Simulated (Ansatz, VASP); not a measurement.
## BiB: VASP beside Ansatz

Wanted: the spread between two codes on one cell, functional and k mesh. The cell is invented: As first built, before any earlier steps moved the atoms: it takes the YAl structure with all of its atoms replaced by other elements, volume scaled by an estimate. It may not be a known or stable phase. The cell comes out of the VASP series on this material, whose earlier steps may have relaxed, scaled or displaced it; both programs get it as it stands.

Method: plane waves, with VASP 6.6.1 beside it; relaxation of cell and atoms at PBE, in Ansatz 0.2.0.

### 1. The starting structure

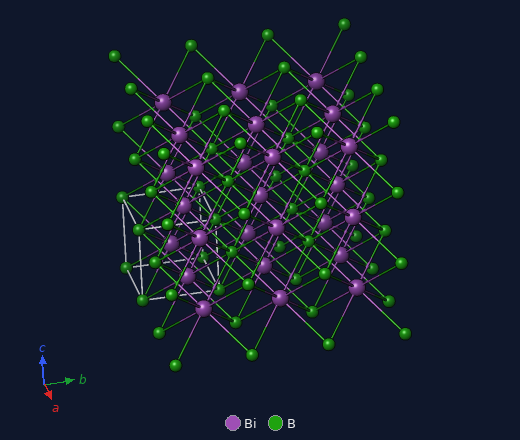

Start, viewed from a free direction; bismuth purple, boron green. 3×3×3 cells are drawn. Some periodic images of atoms are drawn too.

### 2. VASP: relaxation of cell and atoms, PBE

The relaxed volume is the usual yardstick between codes: its relative difference is about their pressure difference at one cell divided by the bulk modulus.

Lines of VASP's logs that name or quote its potential files are left out, and so is its time.

INCAR

```
SYSTEM = BiB
PREC = Accurate
ENCUT = 420
EDIFF = 1E-06
NELM = 100
ISMEAR = -1
SIGMA = 0.05
LREAL = .FALSE.
ALGO = Normal
GGA = PE
NBANDS = 15
LORBIT = 11
LWAVE = .FALSE.
LCHARG = .FALSE.
IBRION = 2
NSW = 60
ISIF = 3
EDIFFG = -0.01
```

POSCAR

```
BiB
1.0
    3.3723349415      0.0000000000      0.0000000000
    0.0000000000      3.3723349415      0.0000000000
    0.0000000000      0.0000000000      3.3723349415
Bi B
1 1
Direct
    0.5000000000      0.5000000000      0.5000000000
    0.0000000000      0.0000000000      0.0000000000
```

KPOINTS

```
Automatic mesh
0
Gamma
7 7 7
0 0 0
```

The projector-augmented-wave data sets are Bi_d and B (PBE family, release 64).

The run is started by

```sh
> mpirun -np 1 vasp_std
```

Numbers of over 12 decimals in the logs are rounded to 6 here.

The log of the run:

```text
[banner, memory and clock lines left out]
running    1 mpi-ranks, on    1 nodes
 distrk:  each k-point on    1 cores,    1 groups
 distr:  one band on    1 cores,    1 groups

 POSCAR found type information on POSCAR BiB
 POSCAR found :  2 types and       2 ions
 LDA part: xc-table for (Slater+PW92), standard interpolation
 POSCAR, INCAR and KPOINTS ok, starting setup
 FFT: planning ... GRIDC
 FFT: planning ... GRID_SOFT
 FFT: planning ... GRID
 WAVECAR not read
 entering main loop
       N       E                     dE             d eps       ncg     rms          rms(c)
DAV:   1     0.116031288154E+03    0.11603E+03   -0.89368E+03   600   0.128E+03
DAV:   2    -0.614152255955E+00   -0.11665E+03   -0.11320E+03   656   0.323E+02
DAV:   3    -0.749794610346E+01   -0.68838E+01   -0.68291E+01   761   0.792E+01
DAV:   4    -0.764823767581E+01   -0.15029E+00   -0.15024E+00   746   0.126E+01
DAV:   5    -0.765334097093E+01   -0.51033E-02   -0.51029E-02   851   0.201E+00    0.195E+00
DAV:   6    -0.742875148191E+01    0.22459E+00   -0.65075E-01   802   0.550E+00    0.578E-01
DAV:   7    -0.742964084010E+01   -0.88936E-03   -0.61143E-02   754   0.130E+00    0.341E-01
DAV:   8    -0.742885642659E+01    0.78441E-03   -0.39754E-03   733   0.717E-01    0.578E-02
DAV:   9    -0.742865153754E+01    0.20489E-03   -0.68747E-04   844   0.225E-01    0.204E-02
DAV:  10    -0.742865557319E+01   -0.40356E-05   -0.68409E-05   727   0.681E-02    0.676E-03
DAV:  11    -0.742865518984E+01    0.38335E-06   -0.81015E-06   774   0.295E-02
   1 F= -.74286552E+01 E0= -.74209772E+01  d E =-.742866E+01
 curvature:   0.00 expect dE= 0.000E+00 dE for cont linesearch  0.000E+00
 trial: gam= 0.00000 g(F)=  0.000E+00 g(S)=  0.241E-02 ort = 0.000E+00 (trialstep = 0.100E+01)
 search vector abs. value=  0.241E-02
 bond charge predicted
       N       E                     dE             d eps       ncg     rms          rms(c)
DAV:   1    -0.746119008074E+01   -0.32535E-01   -0.81608E-01   747   0.147E+01    0.930E-01
DAV:   2    -0.743416866822E+01    0.27021E-01   -0.47958E-02   740   0.376E+00    0.383E-01
DAV:   3    -0.742944613816E+01    0.47225E-02   -0.18251E-02   897   0.211E+00    0.360E-02
DAV:   4    -0.742949101465E+01   -0.44876E-04   -0.27105E-04   649   0.145E-01    0.248E-02
DAV:   5    -0.742954612403E+01   -0.55109E-04   -0.15877E-04   698   0.142E-01    0.108E-02
DAV:   6    -0.742954312992E+01    0.29941E-05   -0.11073E-05   776   0.537E-02    0.393E-03
DAV:   7    -0.742954073125E+01    0.23987E-05   -0.35912E-06   656   0.105E-02    0.505E-04
DAV:   8    -0.742954082296E+01   -0.91706E-07   -0.78701E-08   363   0.244E-03
   2 F= -.74295408E+01 E0= -.74214423E+01  d E =-.885633E-03
 trial-energy change:   -0.000886  1 .order   -0.000929   -0.002410    0.000552
 step:   0.7996(harm=  0.8136)  dis= 0.00000  next Energy=    -7.429596 (dE=-0.941E-03)
 bond charge predicted
       N       E                     dE             d eps       ncg     rms          rms(c)
DAV:   1    -0.743086283974E+01   -0.13221E-02   -0.33282E-02   761   0.303E+00    0.186E-01
DAV:   2    -0.742978820183E+01    0.10746E-02   -0.19227E-03   740   0.747E-01    0.768E-02
DAV:   3    -0.742959579158E+01    0.19241E-03   -0.74908E-04   905   0.424E-01    0.729E-03
DAV:   4    -0.742959522257E+01    0.56901E-06   -0.10738E-05   649   0.285E-02    0.499E-03
DAV:   5    -0.742959388053E+01    0.13420E-05   -0.63511E-06   726   0.290E-02    0.227E-03
DAV:   6    -0.742959368833E+01    0.19220E-06   -0.42973E-07   412   0.113E-02
   3 F= -.74295937E+01 E0= -.74215749E+01  d E =-.938498E-03
 curvature:  -0.40 expect dE=-0.637E-06 dE for cont linesearch -0.637E-06
 trial: gam=-0.02492 g(F)=  0.122E-61 g(S)=  0.158E-05 ort = 0.616E-04 (trialstep = 0.960E+00)
 search vector abs. value=  0.113E-08
 reached required accuracy - stopping structural energy minimisation
```

Parts of OUTCAR (step 2):

```text
ion  position               nearest neighbor table
   1  0.500  0.500  0.500-   2 2.92   2 2.92   2 2.92   2 2.92   2 2.92   2 2.92   2 2.92   2 2.92

  LATTYP: Found a simple cubic cell.
 ALAT       =     3.3723349415

 Subroutine GETGRP returns: Found 48 space group operations
 (whereof 48 operations were pure point group operations)

The static configuration has the point symmetry O_h .

 Found     20 irreducible k-points:

   k-points           NKPTS =     20   k-points in BZ     NKDIM =     20   number of bands    NBANDS=     15

   dimension x,y,z NGX =    24 NGY =   24 NGZ =   24
   dimension x,y,z NGXF=    48 NGYF=   48 NGZF=   48

   ENCUT  =  420.0 eV  30.87 Ry    5.56 a.u.   5.64  5.64  5.64*2*pi/ulx,y,z

   NELECT =      18.0000    total number of electrons

 k-points in reciprocal lattice and weights: Automatic mesh
   0.00000000  0.00000000  0.00000000       0.003
   0.14285714  0.00000000  0.00000000       0.017
   0.28571429  0.00000000  0.00000000       0.017
   0.42857143  0.00000000  0.00000000       0.017
   0.14285714  0.14285714  0.00000000       0.035
   0.28571429  0.14285714  0.00000000       0.070
   0.42857143  0.14285714  0.00000000       0.070
   0.28571429  0.28571429  0.00000000       0.035
   0.42857143  0.28571429  0.00000000       0.070
[...]
0.42857143  0.42857143  0.28571429       0.070
   0.42857143  0.42857143  0.42857143       0.023

 average (electrostatic) potential at core
       1-103.2681       2 -26.0275

 E-fermi :   8.2323

 k-point     1 :       0.0000    0.0000    0.0000
  band No.  band energies     occupation
    ...
      6      -6.1145      2.00000
      7       5.3451      2.00000
      8       7.2491      2.00000
      9       7.2491      2.00000
     10       7.2491      2.00000
     11      13.6554      0.00000
     12      13.6554      0.00000
     13      15.6108      0.00000
     14      15.6108      0.00000
     15      15.6108      0.00000

 k-point     2 :       0.1429    0.0000    0.0000
  band No.  band energies     occupation
    ...
      6      -5.8611      2.00000
      7       3.9802      2.00000
      8       7.5358      2.00000
      9       7.5358      2.00000
     10       7.6570      1.99998
     11      13.8514      0.00000
     12      13.9608      0.00000
     13      15.0117      0.00000
     14      15.0117      0.00000
     15      15.9475      0.00000

 k-point     3 :       0.2857    0.0000    0.0000
  band No.  band energies     occupation
    ...
      3     -15.0639      2.00000
      4     -15.0639      2.00000
      5     -15.0196      2.00000
      6      -5.1363      2.00000
      7       1.6692      2.00000
      8       8.3400      0.20807
      9       8.3616      0.14014
     10       8.3616      0.14014
     11      12.4823      0.00000
     12      13.4861      0.00000
    ...

  Total       -0.0046660     -0.0046660     -0.0046660      0.0000000      0.0000000      0.0000000
  in kB       -0.1969974     -0.1969974     -0.1969974      0.0000000      0.0000000      0.0000000
  external PRESSURE =      -0.1969974 kB  Pullay stress =       0.0000000 kB

  energy-cutoff  :      420.00
  volume of cell :       37.95
      direct lattice vectors                 reciprocal lattice vectors
     3.360465792 -0.000000000 -0.000000000     0.297577795  0.000000000  0.000000000
    -0.000000000  3.360465792 -0.000000000     0.000000000  0.297577795  0.000000000
     0.000000000 -0.000000000  3.360465792     0.000000000  0.000000000  0.297577795

 POSITION                                       TOTAL-FORCE (eV/Angst)
 -----------------------------------------------------------------------------------
      1.68023      1.68023      1.68023         0.000000      0.000000      0.000000
      0.00000      0.00000      0.00000        -0.000000     -0.000000      0.000000
 -----------------------------------------------------------------------------------
    total drift:                                0.000000     -0.000000     -0.000000

  FREE ENERGIE OF THE ION-ELECTRON SYSTEM (eV)
  ---------------------------------------------------
  free  energy   TOTEN  =        -7.4295936883 eV

  energy  without entropy=       -7.4135560119  energy(sigma->0) =       -7.42157485

 reached required accuracy - stopping structural energy minimisation

 total charge
# of ion       s       p       d       tot
------------------------------------------
    1        1.568   1.198   9.959  12.726
    2        0.824   0.647   0.000   1.472
--------------------------------------------------
tot          2.393   1.845   9.959  14.197

[... 3 further parts left out ...]
```

CONTCAR:

```
BiB
   1.00000000000000
     3.3604657921584518   -0.0000000000000000   -0.0000000000000000
    -0.0000000000000000    3.3604657921584518   -0.0000000000000000
     0.0000000000000000   -0.0000000000000000    3.3604657921584518
  Bi              B
     1     1
Direct
     0.5000000000000000    0.5000000000000000    0.5000000000000000
     0.0000000000000000    0.0000000000000000    0.0000000000000000
```

### 3. Ansatz: relaxation of cell and atoms, PBE

Ansatz runs on its default PAW (the set named soft_2) files.

The same cell, functional, mesh and smearing now go to Ansatz, which takes its cutoff from its data sets.

input.yaml

```yaml
crystal:
  lattice:
    - [3.3723349415, 0.0, 0.0]
    - [0.0, 3.3723349415, 0.0]
    - [0.0, 0.0, 3.3723349415]
  atoms:
    - { symbol: Bi, position: [0.5, 0.5, 0.5] }
    - { symbol: B, position: [0.0, 0.0, 0.0] }
hamiltonian:
  xc: pbe
  pseudopotentials: { kind: paw }
kpoints:
  mp_grid: { grid: [7, 7, 7] }
scf:
  occupations: { method: fermi_dirac, width: 0.05 }
relax:
  f_tol: 0.01
  max_steps: 60
  cell: { stress_tol: 0.05 }
output:
  forces: true
  stress: true
```

The run is started by

```sh
> ansatz run input.yaml --threads 4 --pin off --max-ram 9216MiB --backend cpu --events-out ev --progress --plain --runs-dir out
```

The log of the run:

```text
Engine: ansatz 0.2.0, aarch64-unknown-linux-gnu
Pseudopotentials: kind: paw
Pseudopotential: Bi, paw, valence charge 15, recommended cutoff 420 eV (normal), Bi.paw.azcp
Pseudopotential: B, paw, valence charge 3, recommended cutoff 420 eV (normal), B.paw.azcp
Functional definition: PBE
  parameter kappa = 0.804
  parameter beta = 0.066725
  exchange = pbe_x(kappa = kappa, mu = beta*pi^2/3)
  correlation = pbe_c(beta = beta)
Crystal: 2 atoms, lattice volume = 38.352 Å³
Basis set: ecut = 420 eV, 739 PW (Γ), exchange–correlation on 48×48×48 points (8 copies of the dense FFT grid, shifted against one another)
Bands: 13, of which v1, the nominal top of the filled ones, is band 9 counted from 1 (8 counted from 0)
Symmetry: 48 space group operations
Space group: Pm-3m (ITA 221), of the structure as read, at distance tolerance 3.4e-5 Å
k-points: 20 of 343
Non-local potential: Bi, projectors of the file, l = 0: 2, l = 1: 2, l = 2: 2, l = 3: 2
Non-local potential: B, projectors of the file, l = 0: 2, l = 1: 2, l = 2: 1
PAW form: soft (Blöchl's): semilocal exchange-correlation on the pseudo side does not see the compensation charge
PAW one-centre angular grid: Bi, 590 points (default); XC on 64 Gauss nodes
PAW one-centre angular grid: B, 110 points (default); XC on 64 Gauss nodes
Initial density: superposition of atomic densities (neutral atoms: chi_scale 0, normalization atom), corrected by the library's trained network
Initial wavefunctions: pseudopotential atomic-orbital guess
Functional: x = pbe(κ = 0.804, μ = 0.219515), c = pbe(β = 0.066725)
SCF iter   1: F=—  HF=-12549.303075 eV  |F-HF|=—  |Δ(HF+E_count)|=         —  Δρ=1.31e-3  dr2=5.35e-4  ethr=1.77e-3  ⟨swp⟩=5.2  Hψ=1322  notcnv=0
preconditioner: auto → none  [insulator: Δε(μ)=0.421 eV  Ē_g=18.652 eV  σ=0.050 eV  W_gap=0.60  n_scr=6 (ndim 8)  ℏωp=25.4 eV  f_vac=0.000  D(μ)=1.84/eV (n_scr^D=18)  ε∞_Penn≈2.9]
SCF iter   2: F=—  HF=-12549.302541 eV  |F-HF|=—  |Δ(HF+E_count)|=   5.34e-4  Δρ=7.03e-4  dr2=1.09e-4  ethr=2.97e-6  ⟨swp⟩=2.5  Hψ=627  notcnv=0
SCF iter   3: F=—  HF=-12549.302578 eV  |F-HF|=—  |Δ(HF+E_count)|=   3.76e-5  Δρ=2.79e-4  dr2=1.64e-5  ethr=6.03e-7  ⟨swp⟩=2.0  Hψ=443  notcnv=0
SCF iter   4: F=—  HF=-12549.302642 eV  |F-HF|=—  |Δ(HF+E_count)|=   6.35e-5  Δρ=4.43e-5  dr2=3.76e-7  ethr=9.12e-8  ⟨swp⟩=2.0  Hψ=347  notcnv=0
iter 5 did not close the SCF: its close was put off for the readings that it lacked (scf_convergence_deferred on its scf_iter line)
SCF iter   5: F=-12549.302642 eV  HF=-12549.302642 eV  |F-HF|=6.11e-10  |Δ(HF+E_count)|=   7.93e-8  Δρ=8.70e-6  dr2=1.07e-8  ethr=2.09e-9  ⟨swp⟩=2.0  Hψ=385  notcnv=0
SCF iter   6: F=-12549.302642 eV  HF=-12549.302642 eV  |F-HF|=1.64e-11  |Δ(HF+E_count)|=   2.72e-9  Δρ=3.74e-7  dr2=3.42e-11  ethr=5.95e-11  ⟨swp⟩=2.6  Hψ=964  notcnv=0
SCF 1 converged in 6 iterations: F = -12549.302642 eV  dr2 = 3.42e-11
  greatest PAW one-centre occupation: 0.988 electrons in one spin orbital (limit 2), on the Bi atom at site 0 (counted from 0), in its partial waves of l = 2
relax step   1: F+E_penalty+E_count = -12549.30264187 eV  Δ(F+E_penalty+E_count) = +0.000e0 eV  max|allowed force component| = 2.657e-29 eV/Å  Δτ_max = 0.0000 Å  P = -0.743 GPa  Ω = 38.352 Å³  (6 SCF iters, dr2 threshold 1.00e-7 eV, accepted)
[...]
relax step   2: F+E_penalty+E_count = -12549.30189005 eV  Δ(F+E_penalty+E_count) = +7.518e-4 eV  max|allowed force component| = 1.366e-29 eV/Å  Δτ_max = 0.0000 Å  P = +1.172 GPa  Ω = 37.318 Å³  energy of the carried Pulay correction = +4.932e-4 eV  (6 SCF iters, dr2 threshold 2.00e-7 eV, rejected (line search))
[...]
relax step   3: F+E_penalty+E_count = -12549.30381255 eV  Δ(F+E_penalty+E_count) = -1.171e-3 eV  max|allowed force component| = 5.243e-30 eV/Å  Δτ_max = 0.0000 Å  P = -0.018 GPa  Ω = 37.944 Å³  energy of the carried Pulay correction = +1.930e-4 eV  (6 SCF iters, accepted)
[...]
relax step   4: F+E_penalty+E_count = -12549.30357939 eV  Δ(F+E_penalty+E_count) = +2.332e-4 eV  max|allowed force component| = 6.311e-30 eV/Å  Δτ_max = 0.0000 Å  P = -0.019 GPa  Ω = 37.944 Å³  stress off target by 1.95e-2 GPa  SCF on the basis re-selected at this cell (its energy is not comparable with the rows above)  (8 SCF iters)
basis re-selected at this cell: Δ(F+E_penalty+E_count) = +2.332e-4 eV, ΔP = -0.001 GPa vs the last step (what re-selecting the basis moved, of the pressure what is left beyond the Pulay correction that the steps carried, after the strain that the cell walked since its last selection, with what the two solves' SCF thresholds leave and, on support functions, any second-order correction that the steps lacked; it is no m [...]
SCF converged after 8 iterations
Free energy (F): -12549.303579 eV
Harris-Foulkes:  -12549.303579 eV  (|F-HF|=7.28e-12)
Internal energy: -12549.287462 eV  (E = F + TS)
E sigma→0 (E₀):  -12549.295521 eV
Entropy (-TS):   -0.016117 eV (-8.059 meV/atom)
Fermi energy:    11.981013 eV
--- Per-component energies (eV) ---
  E_band       = -64.065941
  E_kinetic    = 339.885945
  E_local      = -1418.854965  (includes V_loc(G=0)·N_el)
  E_nonlocal   = 575.974831
  E_hartree    = 453.433639
  E_xc         = -180.930589
  E_vxc        = -179.133593  (∫ρ·V_xc dr)
  E_paw        = -10741.626569  (= ΣΔE_a)
  E_vpaw       = -288.805018  (= ΣTr[D̂ρ^β])
  E_aug_tail   = -0.000418  (compensation charges beyond the density's cutoff)
  E_ewald      = -1577.169335
  E_smearing   = -0.016117  (= −TS)
  E_closure    = -0.000000  (closes the sum)
  Σ components = -12549.303579   (vs F -12549.303579, Δ=0.00e0)
--- Forces (eV/Å), atoms counted from 1 ---
  atom   1  Bi    -0.00000000     0.00000000     0.00000000
  atom   2  B      0.00000000    -0.00000000     0.00000000
  max |Σ_I F_I| component: 1.26e-29 eV/Å
--- Stress (GPa, compression-positive) ---
       -0.019462      -0.000000       0.000000
       -0.000000      -0.019462      -0.000000
        0.000000      -0.000000      -0.019462
  P = ⅓ Tr σ = -0.0195 GPa (-0.195 kbar)
--- Band table (eV; the first three rows and the last of 20) ---
  k-point 0: bands = [... 5 lower, -2.3592, 9.1024, 10.9959, 10.9959, 10.9959, 17.4000, 17.4000, 19.3607]
  k-point 1: bands = [... 5 lower, -2.1055, 7.7331, 11.2825, 11.2825, 11.4075, 17.5959, 17.7082, 18.7613]
  k-point 2: bands = [... 5 lower, -1.3797, 5.4193, 12.0921, 12.1082, 12.1082, 16.2325, 17.2349, 17.2349]
  k-point 19: bands = [... 5 lower, 2.9288, 7.1725, 9.0380, 9.1071, 9.1071, 11.2565, 11.2565, 12.4406]
--- Relaxed structure (3 steps of the walk, 2 accepted, 1 SCFs on fresh bases) ---
  F+E_penalty+E_count = -12549.30357939 eV   max|allowed force component| = 6.311e-30 eV/Å   (the final SCF, on the basis selected at the relaxed cell)
  cell:  # Å, volume = 37.9441 Å³
    - [3.360326, 0.0, 0.0]
    - [0, 3.360326, 0.0]
    - [0, 0.0, 3.360326]
  atoms:
    - { symbol: Bi, position: [0.5, 0.5, 0.5] }
    - { symbol: B, position: [0, 0, 0] }
```

Run time: 1.8 s. Hardware: 4 threads of Arm Neoverse V1, shared host; peak memory 0.3 GiB.

### 4. Differences

Known differences besides the PAW data sets themselves: both relaxations stop at a tolerance, which leaves soft axes loose, and VASP keeps its plane-wave basis; VASP leaves aspherical gradient terms in its spheres out (LASPH is not set), Ansatz keeps them; Ansatz adds a Pulay correction to the stress that steers its cell, VASP none. Total energies have different zeros and are not compared.

Compared:

```csv
quantity,Ansatz,VASP,difference
volume (Å³),37.94,37.95,-0.01 %
"edge a after relaxation, in the typed setting (Å)",3.360,3.361,-0.01 %
```

The walks stopped with -0.02 GPa left in Ansatz and -0.02 GPa in VASP; each walk ends within a tolerance, so the volume difference is uncertain by about these residues over the bulk modulus, most in soft cells.

### 5. Summary of results

```json
{"difference in volume (relaxation of cell and atoms, PBE)": "-0.012 %"}
```

What this shows: The difference in volume is -0.012 % (relaxation of cell and atoms, PBE), within the 1.2 % picked in this series as the mark of a large difference, as far as the stopping tolerances let one tell. How closely two codes agree says nothing of how well the functional describes the real material.

[Lines on the potential files, build, host, timing and source positions are cut from VASP's logs without a mark.]

[Logs are printed without paths, hosts, clocks, repeated set-up lines and the standing remarks that a program may print on its own settings, such as how far it seeks lower states.]

[Hosts, paths, dates, database ids (printed as entryN), source tags and the programs' standing remarks are cut or masked in the printed files.]
